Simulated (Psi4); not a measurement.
## Geometry relaxation of HF (part 1 of 2)

System: HF, SMILES F.
Method: M06-L/aug-pcseg-2, RKS (Psi4 1.11).

The geometry comes from this level: PBE0-D4/def2-TZVP.

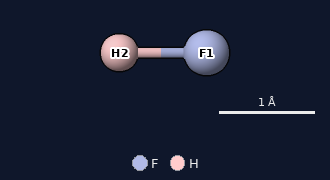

The starting structure (ball-and-stick view, seen on its broad side; atoms are numbered from 1 in the order of the input). Bond lengths as drawn: F–H 0.92 Å.

Input file (fh.py):
```python
import psi4

psi4.set_memory(1600000000)
psi4.set_num_threads(1)
psi4.core.set_output_file('psi4.out', False)

geom = psi4.geometry("""
F     -0.390000     0.144600    -0.196400
H      0.390000    -0.144600     0.196400
units angstrom
symmetry c1
""")

psi4.set_options({
    'basis': 'aug-pcseg-2',
    'reference': 'rks',
    'puream': True,
    'scf_type': 'pk',
    'dft_radial_points': 99,
    'dft_spherical_points': 590,
    'g_convergence': 'gau_tight',
    'geom_maxiter': 50,
})

E, wfn = psi4.optimize("M06-L", return_wfn=True)
print(f'total energy {E:.8f} hartree = {E * 27.211386:.5f} eV')
print(geom.to_string(dtype='xyz', units='Angstrom'))
```

Machine: 1 thread of Intel Xeon @ 2.50GHz (Skylake/Cascade Lake), 189 GiB of memory available, shared host.

Run as:
```bash
python fh.py
```

The program's output:
```
gradient() will perform analytic gradient computation.

   => Loading Basis Set <=

    Name: AUG-PCSEG-2
    Role: ORBITAL
    Keyword: BASIS

         ---------------------------------------------------------
                                   SCF
                              RKS Reference
                        1 Threads,   1525 MiB Core
         ---------------------------------------------------------

  ==> Geometry <==

    Molecular point group: c1
    Full point group: C_inf_v

    Geometry (in Angstrom), charge = 0, multiplicity = 1:

       Center              X                  Y                   Z               Mass
    ------------   -----------------  -----------------  -----------------  -----------------
         F            0.000000000000    -0.000000000000    -0.046343560919    18.998403162730
         H           -0.000000000000     0.000000000000     0.873617568695     1.007825032230

  Running in c1 symmetry.

  Rotational constants: A = ************  B =     20.81232  C =     20.81232 [cm^-1]
  Rotational constants: A = ************  B = 623937.69066  C = 623937.69066 [MHz]
  Nuclear repulsion =    5.176952311050555

  Charge       = 0
  Multiplicity = 1
  Electrons    = 10
  Nalpha       = 5
  Nbeta        = 5

  ==> Algorithm <==

  SCF Algorithm Type is PK.
  DIIS enabled.
  MOM disabled.
  Fractional occupation disabled.
  Guess Type is SAD.
  Energy threshold   = 1.00e-08
  Density threshold  = 1.00e-08
  Integral threshold = 1.00e-12

  ==> Primary Basis <==

  Basis Set: AUG-PCSEG-2
    Blend: AUG-PCSEG-2
    Number of shells: 23
    Number of basis functions: 69
    Number of Cartesian functions: 80
    Spherical Harmonics?: true
    Max angular momentum: 3

  ==> DFT Potential <==

   => LibXC <=

    Version 7.1.2

   => Composite Functional: M06-L <=

    M06-L Meta-GGA XC Functional

    Deriv               =              1
    GGA                 =           TRUE
    Meta                =           TRUE

    Exchange Hybrid     =          FALSE
    MP2 Hybrid          =          FALSE

   => Exchange Functionals <=

    1.0000   XC_MGGA_X_M06_L

   => Correlation Functionals <=

    1.0000   XC_MGGA_C_M06_L

   => LibXC Density Thresholds  <==

    XC_MGGA_C_M06_L:  1.00E-12
    XC_MGGA_X_M06_L:  1.00E-15

   => Molecular Quadrature <=

    Radial Scheme          =       TREUTLER
    Pruning Scheme         =           NONE
    Nuclear Scheme         =       TREUTLER

    Blocking Scheme        =         OCTREE
    BS radius alpha        =              1
    Pruning alpha          =              1
    Radial Points          =             99
    Spherical Points       =            590
    Total Points           =         114648
    Total Blocks           =            917
    Max Points             =            256
    Max Functions          =             69
    Weights Tolerance      =       1.00E-15

  ==> Integral Setup <==

  Using in-core PK algorithm.
   Calculation information:
      Number of atoms:                   2
      Number of AO shells:              23
      Number of primitives:             36
      Number of atomic orbitals:        80
      Number of basis functions:        69

      Integral cutoff                 1.00e-12
      Number of threads:                 1

  Performing in-core PK
  Using 5834640 doubles for integral storage.
  We computed 38226 shell quartets total.
  Whereas there are 38226 unique shell quartets.

  ==> DiskJK: Disk-Based J/K Matrices <==

    J tasked:                  Yes
    K tasked:                   No
    wK tasked:                  No
    Memory [MiB]:              568
    Schwarz Cutoff:          1E-12

  Cached 100.0% of DFT collocation blocks in 0.563 [GiB].

  Minimum eigenvalue in the overlap matrix is 5.3323540747E-04.
  Reciprocal condition number of the overlap matrix is 1.0330443823E-04.
    Using symmetric orthogonalization.

  ==> Pre-Iterations <==

  SCF Guess: Superposition of Atomic Densities via on-the-fly atomic UHF (no occupation information).

   -------------------------
    Irrep   Nso     Nmo
   -------------------------
     A         69      69
   -------------------------
    Total      69      69
   -------------------------

  ==> Iterations <==

                        Total Energy        Delta E     RMS |[F,P]|

   @RKS iter SAD:  -100.21206589731420   -1.00212e+02   0.00000e+00
   @RKS iter   1:  -100.40888548536006   -1.96820e-01   6.49704e-03 DIIS/ADIIS
   @RKS iter   2:  -100.30763995745785    1.01246e-01   1.06745e-02 DIIS/ADIIS
   @RKS iter   3:  -100.46709553127062   -1.59456e-01   2.05942e-04 DIIS/ADIIS
   @RKS iter   4:  -100.46716332558867   -6.77943e-05   8.69177e-05 DIIS
   @RKS iter   5:  -100.46717261829846   -9.29271e-06   2.33311e-05 DIIS
   @RKS iter   6:  -100.46717327852178   -6.60223e-07   1.30538e-06 DIIS
   @RKS iter   7:  -100.46717328214947   -3.62769e-09   2.15964e-07 DIIS
   @RKS iter   8:  -100.46717328223883   -8.93579e-11   2.22977e-08 DIIS
   @RKS iter   9:  -100.46717328223986   -1.02318e-12   2.32249e-09 DIIS
  Energy and wave function converged.

  ==> Post-Iterations <==

   Electrons on quadrature grid:
      Ntotal   =   10.0000000093 ; deviation = 9.285e-09

    Orbital Energies [Eh]
    ---------------------

    Doubly Occupied:

       1A    -24.482833     2A     -1.175113     3A     -0.506876
       4A     -0.362548     5A     -0.362548

    Virtual:

       6A     -0.019449     7A      0.052531     8A      0.071566
       9A      0.071566    10A      0.089692    11A      0.144060
      12A      0.144060    13A      0.145696    14A      0.217658
      15A      0.217658    16A      0.276906    17A      0.326328
      18A      0.331071    19A      0.331071    20A      0.377377
      21A      0.507900    22A      0.515447    23A      0.515447
      24A      0.560113    25A      0.560113    26A      0.651558
      27A      0.651558    28A      0.834139    29A      0.834139
      30A      0.863741    31A      0.877708    32A      0.877708
      33A      0.893406    34A      0.918508    35A      0.918508
      36A      1.189747    37A      1.333570    38A      1.333570
      39A      1.437868    40A      1.684807    41A      2.142754
      42A      2.142755    43A      2.364391    44A      2.364391
      45A      2.863386    46A      3.138814    47A      3.138814
      48A      3.907620    49A      3.969037    50A      3.969038
      51A      4.250660    52A      4.250660    53A      4.655318
      54A      4.655318    55A      4.689566    56A      4.995618
      57A      4.995618    58A      5.000655    59A      5.068081
      60A      5.068082    61A      5.402525    62A      6.617395
      63A      6.617395    64A      7.851349    65A      7.851354
      66A      8.060595    67A      8.060595    68A      8.232097
      69A      8.859925

    Final Occupation by Irrep:
              A
    DOCC [     5 ]
    NA   [     5 ]
    NB   [     5 ]

  @RKS Final Energy:  -100.46717328223986

   => Energetics <=

    Nuclear Repulsion Energy =              5.1769523110505551
    One-Electron Energy =                -150.5550524053031722
    Two-Electron Energy =                  55.7320335631217461
    DFT Exchange-Correlation Energy =     -10.8211067511089745
    Empirical Dispersion Energy =           0.0000000000000000
    VV10 Nonlocal Energy =                  0.0000000000000000
    Total Energy =                       -100.4671732822398553

Computation Completed

Properties will be evaluated at   0.000000,   0.000000,   0.000000 [a0]

Properties computed using the SCF density matrix

 Multipole Moments:

 ------------------------------------------------------------------------------------
     Multipole            Electronic (a.u.)      Nuclear  (a.u.)        Total (a.u.)
 ------------------------------------------------------------------------------------

 L = 1.  Multiply by 2.5417464519 to convert [e a0] to [Debye]
 Dipole X            :         -0.0000000           -0.0000000           -0.0000000
 Dipole Y            :         -0.0000000            0.0000000            0.0000000
 Dipole Z            :         -0.1731658            0.8627082            0.6895424
 Magnitude           :                                                    0.6895424

 ------------------------------------------------------------------------------------

	total time  =         12 seconds =       0.20 minutes

         ------------------------------------------------------------
                                   SCF GRAD
         ------------------------------------------------------------

  ==> Geometry <==

    Molecular point group: c1
    Full point group: C_inf_v

    Geometry (in Angstrom), charge = 0, multiplicity = 1:

       Center              X                  Y                   Z               Mass
    ------------   -----------------  -----------------  -----------------  -----------------
         F            0.000000000000    -0.000000000000    -0.046343560919    18.998403162730
         H           -0.000000000000     0.000000000000     0.873617568695     1.007825032230

  Nuclear repulsion =    5.176952311050555

  ==> Basis Set <==

  Basis Set: AUG-PCSEG-2
    Blend: AUG-PCSEG-2
    Number of shells: 23
    Number of basis functions: 69
    Number of Cartesian functions: 80
    Spherical Harmonics?: true
    Max angular momentum: 3

  ==> DirectJKGrad: Integral-Direct SCF Gradients <==

    Gradient:                    1
    J tasked:                  Yes
    K tasked:                   No
    wK tasked:                  No
    Integrals threads:           1
    Schwarz Cutoff:          1E-12

   => Molecular Quadrature <=

    Radial Scheme          =       TREUTLER
    Pruning Scheme         =           NONE
    Nuclear Scheme         =       TREUTLER

    Blocking Scheme        =         OCTREE
    BS radius alpha        =              1
    Pruning alpha          =              1
    Radial Points          =             99
    Spherical Points       =            590
    Total Points           =         114648
    Total Blocks           =            917
    Max Points             =            256
    Max Functions          =             69
    Weights Tolerance      =       1.00E-15

  -Total Gradient:
     Atom            X                  Y                   Z
    ------   -----------------  -----------------  -----------------
       1        0.000000000000     0.000000000000    -0.005446764233
       2       -0.000000000000    -0.000000000000     0.005454588043

	total time  =          5 seconds =       0.08 minutes

    			-----------------------------------------

    			 OPTKING 3.0: for geometry optimizations

    			        with contributions from

    			-----------------------------------------

	                            ===> Fragment 1 <==

	 Z (Atomic Numbers)          Masses                          Geom
	       9.000000            18.998403          0.00000000 -0.00000000 -0.08757664
	       1.000000             1.007825         -0.00000000  0.00000000  1.65089794

	 - Coordinate -           - BOHR/RAD -       - ANG/DEG -
	 R(1,2)           =         1.738475           0.919961

	        --- Internal Coordinate Step in ANG or DEG, aJ/ANG or AJ/DEG ---
	-------------------------------------------------------------------------------
	           Coordinate      Previous         Force          Change          New
	           ----------      --------        ------          ------        ------
	               R(1,2)       0.91996       -0.04491       -0.00443       0.91553
	-------------------------------------------------------------------------------

	                                 ==> Convergence Check <==

	Measures of convergence in internal coordinates in au.

	Criteria marked as inactive (o), active & met (*), and active & unmet ( ).

	----------------------------------------------------------------------------------------------~
	   Step    Total Energy     Delta E     Max Force     RMS Force      Max Disp      RMS Disp   ~
	----------------------------------------------------------------------------------------------~
	  Convergence Criteria              o    1.50e-05 *    1.00e-05 *    6.00e-05 *    4.00e-05 *~
	----------------------------------------------------------------------------------------------~
	     1    -100.46717328   -1.00e+02 o    5.45e-03      5.45e-03      8.38e-03      8.38e-03    ~
	----------------------------------------------------------------------------------------------

Next Geometry in Ang
	Fragment 1 (Ang)

	    F   0.0000000000  -0.0000000000  -0.0441270102
	    H  -0.0000000000   0.0000000000   0.8714010180

    Structure for next step:
    Molecular point group: c1
    Full point group: C_inf_v

    Geometry (in Angstrom), charge = 0, multiplicity = 1:

    F            0.000000000000    -0.000000000000    -0.046120240930
    H           -0.000000000000     0.000000000000     0.869407787197

gradient() will perform analytic gradient computation.

  ==> Geometry <==

    Molecular point group: c1
    Full point group: C_inf_v

    Geometry (in Angstrom), charge = 0, multiplicity = 1:

       Center              X                  Y                   Z               Mass
    ------------   -----------------  -----------------  -----------------  -----------------
         F            0.000000000000    -0.000000000000    -0.046120240930    18.998403162730
         H           -0.000000000000     0.000000000000     0.869407787197     1.007825032230

  Running in c1 symmetry.

  Rotational constants: A = ************  B =     21.01436  C =     21.01436 [cm^-1]
  Rotational constants: A = ************  B = 629994.68864  C = 629994.68864 [MHz]
  Nuclear repulsion =    5.202019763144393

  Charge       = 0
  Multiplicity = 1
  Electrons    = 10
  Nalpha       = 5
  Nbeta        = 5

  ==> Algorithm <==

  SCF Algorithm Type is PK.
  DIIS enabled.
  MOM disabled.
  Fractional occupation disabled.
  Guess Type is READ.
  Energy threshold   = 1.00e-08
  Density threshold  = 1.00e-08
  Integral threshold = 1.00e-12

   => Molecular Quadrature <=

    Radial Scheme          =       TREUTLER
    Pruning Scheme         =           NONE
    Nuclear Scheme         =       TREUTLER

    Blocking Scheme        =         OCTREE
    BS radius alpha        =              1
    Pruning alpha          =              1
    Radial Points          =             99
    Spherical Points       =            590
    Total Points           =         114648
    Total Blocks           =            915
    Max Points             =            256
    Max Functions          =             69
    Weights Tolerance      =       1.00E-15

   => Loading Basis Set <=

    Name: AUG-PCSEG-2
    Role: ORBITAL
    Keyword: BASIS

  Reading orbitals from file scr/psi4.default.50070.180.npy, no projection.

  ==> DiskJK: Disk-Based J/K Matrices <==

    J tasked:                  Yes
    K tasked:                   No
    wK tasked:                  No
    Memory [MiB]:              567
    Schwarz Cutoff:          1E-12

  Cached 100.0% of DFT collocation blocks in 0.563 [GiB].

  Minimum eigenvalue in the overlap matrix is 5.2756639361E-04.
  Reciprocal condition number of the overlap matrix is 1.0212943936E-04.
    Using symmetric orthogonalization.

  ==> Pre-Iterations <==

  SCF Guess: Orbitals guess was supplied from a previous computation.
```
